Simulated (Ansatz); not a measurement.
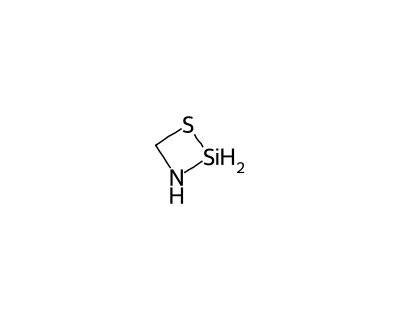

The geometry was computed by an optimisation with PBE0-D4/def2-TZVP. Program: Ansatz 0.2.0.

At this fixed geometry, give HOMO–LUMO gap (eV), HOMO energy (eV), dipole (D) at these levels: B3LYP-D4/def2-TZVPP; PBE-D4/def2-TZVPP; r2SCAN-D4/def2-TZVPP; ωB97M-V/def2-TZVPP.

| level | HOMO–LUMO gap (eV) | HOMO energy (eV) | dipole (D) |
| --- | --- | --- | --- |
| B3LYP-D4/def2-TZVPP | 5.98 | −6.57 | 2.12 |
| PBE-D4/def2-TZVPP | 4.32 | −5.57 | 2.13 |
| r2SCAN-D4/def2-TZVPP | 4.94 | −5.82 | 2.21 |
| ωB97M-V/def2-TZVPP | 10.32 | −8.99 | 2.13 |
